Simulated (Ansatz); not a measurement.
**SnS (SMILES [S][Sn]) at 6 levels**

Wanted: a comparison of 6 runs (B2PLYP/STO-3G, UPBE/STO-3G, UPBE0/STO-3G, revPBE/STO-3G, wB97X/STO-3G, UCCSD(T)/STO-3G) of SnS. 

The calculation is run with Ansatz 0.2.0.

53 further runs of the same task are left out: 19 that didn't finish, 34 set aside as unsound or not needed.

## Step 1: The structure to begin with

SnS has 2 atoms, charge 0, and is taken as a singlet. As SMILES, `[S][Sn]`. The Sn2–S1 distance was set to 4.418 Å, away from the relaxed value.

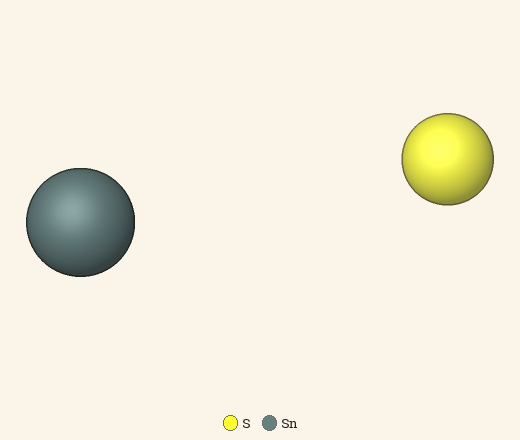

The structure, seen from a chosen angle (sulfur yellow, tin teal).

## Step 2: A single-point energy at B2PLYP/STO-3G (run 1)

Contents of molecule.yaml:

```yaml
basis:
  gaussian:
    orbitals: STO-3G
crystal:
  periodic: [false, false, false]
  atoms:
    - {symbol: S, position_ang: [0.000000, 0.000000, -2.209074]}
    - {symbol: Sn, position_ang: [0.000000, 0.000000, 2.209026]}
hamiltonian:
  xc: {name: B2PLYP}
correlation:
  frozen_orbitals: {S: 5, Sn: 18}
accuracy: high
```

Command:

```bash
$ ansatz run molecule.yaml --threads 1 --pin off --max-ram 2610MiB --events-out events.jsonl --progress --plain --runs-dir runs
```

Output:

```text
Warning: RAYON_NUM_THREADS=1 ignored (pool sized by the plan → 1); use --threads N
Functional definition: B2PLYP
  name "B2PLYP"
  parameter a = 0.53
  parameter c = 0.27
  exchange = (1 - a)*b88_x + a*exact_x
  correlation = (1 - c)*lyp_c + c*(mp2_os + mp2_ss)
590 factors; integrals over basis functions are off by at most 5.0e-9 eV
mean field evaluation 1: about -172988.8749 eV, gradient 8.0e0 eV
mean field evaluation 2: about -172988.8801 eV, gradient 8.0e0 eV
mean field evaluation 4: about -172878.3692 eV, gradient 2.5e1 eV
mean field evaluation 8: about -173000.3296 eV, gradient 3.3e1 eV
mean field evaluation 16: about -173013.0696 eV, gradient 3.0e-4 eV
mean field evaluation 32: about -173013.0219 eV, gradient 7.4e-1 eV
mean field evaluation 64: about -173013.0360 eV, gradient 8.6e-1 eV
mean field evaluation 96: about -173012.8126 eV, gradient 3.5e-1 eV
mean field -173013.06959755 eV, -6358.1130352394 hartree, gradient 8.7e-8 eV, S^2 0.000000; 6 other end points of the search recorded, 0 dependent functions left out; unrestricted orbitals would lower it
23 core orbitals not correlated: weight in the atoms' cores, before any rotation towards them, 1.000 or more for the frozen orbitals, at most 0.000 for the correlated occupied ones
reference -173013.06961722 eV, -6358.1130359621 hartree; 10, 10 occupied and 3, 3 virtual orbitals, 590 factors
second order -1.23522154 eV of doubles, -0.00000000 eV of singles
Total energy: -173013.40312703 eV, -6358.1252922217 hartree
```

It took 6.3 s on 1 thread of Arm Neoverse V1, shared host; peak memory 0.13 GiB.

## Step 3: The energy at UPBE/STO-3G (run 2)

Contents of molecule.yaml:

```yaml
crystal:
  periodic: [false, false, false]
  atoms:
    - {symbol: S, position_ang: [0.000000, 0.000000, -2.209074]}
    - {symbol: Sn, position_ang: [0.000000, 0.000000, 2.209026]}
basis:
  gaussian:
    orbitals: STO-3G
magnetization:
  spin_polarized: true
hamiltonian:
  xc: pbe
accuracy: high
```

Command:

```bash
$ ansatz run molecule.yaml --threads 1 --pin off --max-ram 2610MiB --events-out events.jsonl --progress --plain --runs-dir runs
```

Output (excerpt; [...] marks lines left out):

```text
Warning: RAYON_NUM_THREADS=1 ignored (pool sized by the plan → 1); use --threads N
Functional definition: PBE
  name "PBE"
[...]
590 factors; integrals over basis functions are off by at most 5.0e-9 eV
[...]
mean field -173011.51952817 eV, -6358.0560712402 hartree, gradient 2.5e-8 eV, S^2 1.870742; 26 other end points of the search recorded, 0 dependent functions left out
reference -173011.51953030 eV, -6358.0560713187 hartree; 33, 33 occupied and 3, 3 virtual orbitals, 590 factors
Total energy: -173011.51953030 eV, -6358.0560713187 hartree
```

Wall time 32 s (1 thread of Arm Neoverse V1, shared host); peak memory 0.13 GiB.

Runs 3 to 5 aren't shown in full; the table further down has their settings and results.

## Step 4: The energy at UCCSD(T)/STO-3G (run 6)

Contents of run.yaml:

```yaml
crystal:
  periodic: [false, false, false]
  atoms:
    - {symbol: S, position_ang: [0.000000, 0.000000, -2.209074]}
    - {symbol: Sn, position_ang: [0.000000, 0.000000, 2.209026]}
basis:
  gaussian: {orbitals: STO-3G}
magnetization: {spin_polarized: true}
correlation: {method: ccsd_t, frozen_orbitals: {S: 5, Sn: 18}}
accuracy: high
scf: {omitted_lower_state_checks: [cluster_reference, increment]}
```

Command:

```bash
$ ansatz run run.yaml --threads 1 --pin off --max-ram 2610MiB --events-out events.jsonl --progress --plain --runs-dir runs
```

Output:

```text
Warning: RAYON_NUM_THREADS=1 ignored (pool sized by the plan → 1); use --threads N
[... 19 lines left out ...]
23 core orbitals not correlated: weight in the atoms' cores, before any rotation towards them, 1.000 or more for the frozen orbitals, at most 0.000 for the correlated occupied ones
[... 88 lines left out ...]
Total energy: -172965.12141251 eV, -6356.3509719394 hartree
Checks for a lower state left out: cluster_reference, increment
```

It took 8.7 s on 1 thread of Arm Neoverse V1, shared host; peak memory 0.12 GiB.

## Step 5: Overview of the runs

```
run            level  frozen core orbitals   energy (Eh)  wall time
  1    B2PLYP/STO-3G                    23  -6358.125292      6.3 s
  2      UPBE/STO-3G                     –  -6358.056071       32 s
  3     UPBE0/STO-3G                     –  -6358.457608       17 s
  4    revPBE/STO-3G                     –  -6358.380394       11 s
  5     wB97X/STO-3G                     –  -6358.893029        9 s
  6  UCCSD(T)/STO-3G                    23  -6356.350972      8.7 s
```

## Step 6: Outcome

| quantity | value |
| --- | --- |
| run 6: total energy | -6356.35097 Eh |
| run 6: correlation energy (23 core orbitals frozen) | -13.7 mEh |
| run 6: (T) correction | -0.01 mEh |
| run 6: ⟨S²⟩ of the reference determinant | 2.000 |
| run 6: T1 diagnostic | 0.001 |

What this shows: Totals of different functionals can't be ranked against each other. In run 1 the log says that unrestricted orbitals would lower the reference, so the values rest on an unstable closed-shell determinant (other closed-shell runs at this shape may share the fault). In runs 1, 2, 3, 4, 5, 6 the basis is minimal, so the values are rough. In runs 1, 4, 5 a closed-shell determinant meets a far-stretched bond, which it describes badly. In runs 1, 2, 3, 4, 5, 6 relativity is left out where basis or elements ask for it. Spin contamination of the reference: run 6 ⟨S²⟩ = 2.00, run 3 ⟨S²⟩ = 2.00, run 2 ⟨S²⟩ = 1.87. Where it is this large, the reference is a mixture of spin states, and values that rest on it are in doubt. All runs together took 84 s, the longest 32 s.
